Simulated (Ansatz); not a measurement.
CdSe (wurtzite)

```
CELL_PARAMETERS angstrom
      4.38279     0.00000     0.00000
     -2.19140     3.79561     0.00000
      0.00000     0.00000     7.15602
ATOMIC_POSITIONS crystal
  Cd 0.66667 0.33333 0.00043
  Cd 0.33333 0.66667 0.50043
  Se 0.66667 0.33333 0.62477
  Se 0.33333 0.66667 0.12477
```

The volume is varied about the relaxed value V₀ at fixed cell shape. The atoms relax within the cell's symmetry.

The numbers are results of PBE (plane waves to 420 eV, PAW, scalar-relativistic; Ansatz, an electronic-structure program), not measurements. k mesh 9×9×5 (Γ-centred), Fermi-Dirac smearing 0.05 eV. Energies are smeared free energies. With the shape held, the modulus is that of even scaling; a crystal free to change shape is softer. CdSe was relaxed with its symmetry unable to fall. The zero of ΔE is the relaxed starting cell.

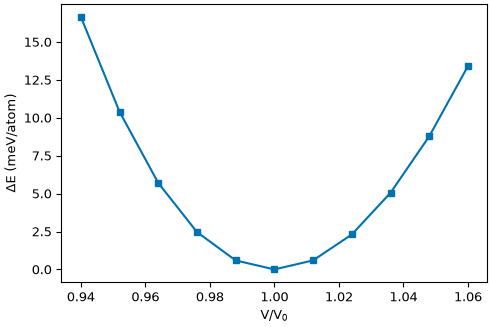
Fig. 1. ΔE (meV/atom) against V/V₀; computed points joined by lines.

Q: What bulk modulus at fixed cell shape B₀ follows from a third-order Birch-Murnaghan fit?

A: About 45 GPa.

Q: What is ΔE at V/V₀ = 0.940?

A: About 17 meV/atom.

Q: What is ΔE at V/V₀ = 1.060?

A: About 13 meV/atom.

(Under strain, the slope of the energy per volume gives the stress and its curvature an elastic modulus.)
